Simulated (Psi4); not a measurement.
# SiNH3ClO (SMILES [NH][SiH](O)Cl) at UOMP2/def2-SVP (density fitting for correlation)

Aim: the vertical ionisation energy of SiNH3ClO at UOMP2/def2-SVP (density fitting for correlation), from 2 runs. Input form: an ASE script.

The results are computed with Psi4 1.11.

1 further run of the same task is left out (it didn't finish). Runs told in other sessions of the task aren't counted.

## Step 1: The structure to begin with

SiNH3ClO has 7 atoms, charge 0, and is taken as a doublet. SMILES: `[NH][SiH](O)Cl`. The coordinates come from a PBE0-D4/def2-TZVP relaxation. This is one conformer, not always the lowest.

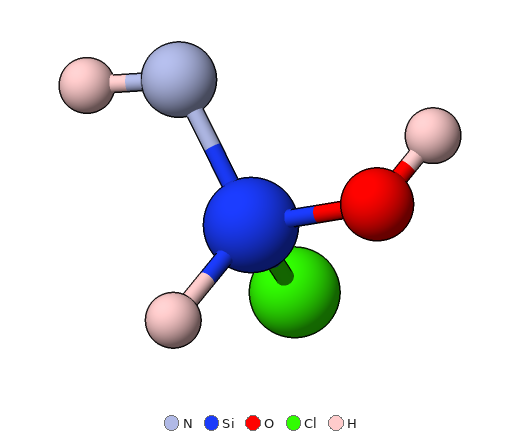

Viewed from a chosen angle; nitrogen light blue, silicon blue, oxygen red, chlorine green, hydrogen pink.

## Step 2: A single-point energy at UOMP2/def2-SVP (density fitting for correlation)

Contents of run_ase.py:

```python
import numpy as np
from ase.calculators.psi4 import Psi4
from ase import Atoms

atoms = Atoms(['N', 'Si', 'O', 'Cl', 'H', 'H', 'H'], positions=[
    [-0.309900, 1.111500, -0.879100],
    [-0.073900, -0.114300, 0.330400],
    [1.465600, -0.630300, 0.304800],
    [-1.390000, -1.593900, -0.221000],
    [-1.151500, 1.677300, -0.756300],
    [-0.348600, 0.280200, 1.724700],
    [1.869600, -0.798400, -0.549200],
])
calc = Psi4(atoms=atoms, method='omp2', basis='def2-SVP', memory='2200MB', num_threads=1, charge=0, multiplicity=2, label='calc', reference='uhf')
calc.psi4.set_options({'puream': True, 'e_convergence': 1e-09, 'd_convergence': 1e-08, 'scf_type': 'pk', 'num_frozen_docc': 12, 'maxiter': 100})
atoms.calc = calc

print(f'energy: {atoms.get_potential_energy():.6f} eV')
```

Run with:

```sh
$ python run_ase.py
```

calc.dat:

```text
[...]
  Running in c1 symmetry.
[...]
  Nuclear repulsion =  216.933065285409384
[...]
  Multiplicity = 2
[...]
  Nalpha       = 25
  Nbeta        = 24
[...]
    Number of basis functions: 79
[...]
   @UHF iter   1:  -879.06958000707880   -7.69573e-01   6.39702e-03 DIIS/ADIIS
[...]
   @UHF iter  19:  -879.22719414479775   -4.54747e-13   4.04332e-09 DIIS
[...]
   @S^2 Observed:                7.572147445E-01
[...]
    Orbital Energies [Eh]
    ---------------------
    Alpha Occupied:
       1A   -104.786356     2A    -68.834939     3A    -20.570157
       4A    -15.595604     5A    -10.551143     6A     -8.025992
       7A     -8.023277     8A     -8.023076     9A     -6.197602
      10A     -4.309809    11A     -4.308616    12A     -4.307725
      13A     -1.346215    14A     -1.157501    15A     -1.092177
      16A     -0.770128    17A     -0.678669    18A     -0.610528
      19A     -0.589523    20A     -0.564585    21A     -0.536103
      22A     -0.496222    23A     -0.484434    24A     -0.464720
      25A     -0.453262
    Alpha Virtual:
[...]
  @UHF Final Energy:  -879.22719414479775
   => Energetics <=
    Nuclear Repulsion Energy =            216.9330652854093842
    One-Electron Energy =               -1647.5304445228691748
    Two-Electron Energy =                 551.3701850926620409
    Total Energy =                       -879.2271941447977497
  UHF NO Occupations:
  HONO-2 :   23  A 1.9993205
  HONO-1 :   24  A 1.9977346
  HONO-0 :   25  A 1.0000000
  LUNO+0 :   26  A 0.0022654
  LUNO+1 :   27  A 0.0006795
[...]
 Multipole Moments:
 ------------------------------------------------------------------------------------
     Multipole            Electronic (a.u.)      Nuclear  (a.u.)        Total (a.u.)
 ------------------------------------------------------------------------------------
 L = 1.  Multiply by 2.5417464519 to convert [e a0] to [Debye]
 Dipole X            :         -2.3260632            2.2495956           -0.0764676
 Dipole Y            :         -3.0884961            3.5833792            0.4948831
 Dipole Z            :         -0.7668713            0.7165335           -0.0503378
 Magnitude           :                                                    0.5032797
[...]
	Warning: cc_lambda option is changed to TRUE
	For this residual convergence, default PCG convergence is:     1.00e-07
[...]
	DF-SCS-MP2 Total Energy (a.u.)     :  -879.75671565686844
	DF-SOS-MP2 Total Energy (a.u.)     :  -879.75098397237082
[...]
	DF-SCS-OMP2 Total Energy (a.u.)    :  -879.76185951341347
	DF-SOS-OMP2 Total Energy (a.u.)    :  -879.71445094564911
	DF-SCS(N)-OMP2 Total Energy (a.u.) :  -879.47066343588699
[...]
	DF-OMP2 Total Energy (a.u.)        :  -879.77432585765246
[...]
```

Standard output:

```text
energy: -23939.878795 eV
```

It took 40 s on 1 thread of Intel Xeon Platinum 8259CL at 2.50GHz (Skylake/Cascade Lake), shared host; peak memory 0.28 GiB.

## Step 3: The singlet cation

Contents of run_ase.py:

```python
import numpy as np
from ase.calculators.psi4 import Psi4
from ase import Atoms

a = Atoms(['N', 'Si', 'O', 'Cl', 'H', 'H', 'H'], positions=[
    [-0.309900, 1.111500, -0.879100],
    [-0.073900, -0.114300, 0.330400],
    [1.465600, -0.630300, 0.304800],
    [-1.390000, -1.593900, -0.221000],
    [-1.151500, 1.677300, -0.756300],
    [-0.348600, 0.280200, 1.724700],
    [1.869600, -0.798400, -0.549200],
])
calc = Psi4(atoms=a, method='omp2', basis='def2-SVP', memory='2200MB', num_threads=1, charge=1, multiplicity=1, label='calc')
calc.psi4.set_options({'puream': True, 'e_convergence': 1e-09, 'd_convergence': 1e-08, 'scf_type': 'pk', 'num_frozen_docc': 12})
a.calc = calc

print(f'energy: {a.get_potential_energy():.6f} eV')
```

Run with:

```sh
$ python run_ase.py
```

calc.dat:

```text
[...]
  Running in c1 symmetry.
[...]
  Nuclear repulsion =  216.933065285409384
[...]
  Multiplicity = 1
[...]
  Nalpha       = 24
  Nbeta        = 24
[...]
    Number of basis functions: 79
[...]
   @RHF iter   1:  -878.66521656583291   -3.65210e-01   5.94944e-03 ADIIS/DIIS
[...]
   @RHF iter  18:  -878.80232892391655   -3.86535e-12   4.35853e-09 DIIS
[...]
    Orbital Energies [Eh]
    ---------------------
    Doubly Occupied:
       1A   -105.016549     2A    -69.071003     3A    -20.769240
       4A    -16.022416     5A    -10.779142     6A     -8.253342
       7A     -8.250661     8A     -8.250288     9A     -6.436367
      10A     -4.548581    11A     -4.547220    12A     -4.545504
      13A     -1.543852    14A     -1.462734    15A     -1.308581
      16A     -1.038570    17A     -0.948621    18A     -0.880240
      19A     -0.802373    20A     -0.772701    21A     -0.751836
      22A     -0.711377    23A     -0.675659    24A     -0.671140
[...]
  @RHF Final Energy:  -878.80232892391655
   => Energetics <=
    Nuclear Repulsion Energy =            216.9330652854093842
    One-Electron Energy =               -1635.3547899898553624
    Two-Electron Energy =                 539.6193957805294303
    Total Energy =                       -878.8023289239165479
[...]
 Multipole Moments:
 ------------------------------------------------------------------------------------
     Multipole            Electronic (a.u.)      Nuclear  (a.u.)        Total (a.u.)
 ------------------------------------------------------------------------------------
 L = 1.  Multiply by 2.5417464519 to convert [e a0] to [Debye]
 Dipole X            :         -2.5768920            2.2495956           -0.3272964
 Dipole Y            :         -1.2067828            3.5833792            2.3765964
 Dipole Z            :         -1.4825013            0.7165335           -0.7659678
 Magnitude           :                                                    2.5183407
[...]
	Warning: cc_lambda option is changed to TRUE
	For this residual convergence, default PCG convergence is:     1.00e-07
[...]
	DF-MP2 Total Energy (a.u.)         :  -879.33544945525659
[...]
	DF-MP2 Total Energy (a.u.)         :  -879.37495525443148
[...]
	DF-OMP2 Total Energy (a.u.)        :  -879.37495525463510
[...]
```

The script printed:

```text
energy: -23929.011368 eV
```

It took 26 s on 1 thread of Intel Xeon Platinum 8259CL at 2.50GHz (Skylake/Cascade Lake), shared host; peak memory 0.28 GiB.

## Step 4: Results

Level: UOMP2/def2-SVP (density fitting for correlation), 12 core orbitals frozen.

| quantity | value |
| --- | --- |
| doublet SiNH3ClO: total energy | -879.77433 Eh |
| doublet SiNH3ClO: HOMO energy (Hartree–Fock orbitals) (highest over α and β) | -11.76 eV |
| doublet SiNH3ClO: LUMO energy (Hartree–Fock orbitals) (lowest over α and β) | 1.90 eV |
| doublet SiNH3ClO: correlation energy (12 core orbitals frozen) | -547.1 mEh |
| doublet SiNH3ClO: ⟨S²⟩ of the reference determinant | 0.757 |
| singlet cation: total energy | -879.37496 Eh |
| singlet cation: HOMO energy (Hartree–Fock orbitals) | -18.26 eV |
| singlet cation: LUMO energy (Hartree–Fock orbitals) | -9.33 eV |
| singlet cation: HOMO–LUMO gap (Hartree–Fock orbitals) | 8.93 eV |
| singlet cation: correlation energy (12 core orbitals frozen) | -572.6 mEh |
| vertical ionisation energy (to the singlet cation) | 10.867 eV |

What this shows: Removing an electron at fixed nuclei costs 10.87 eV (251 kcal/mol). Only the singlet of the ionised species was computed; a triplet could lie lower.
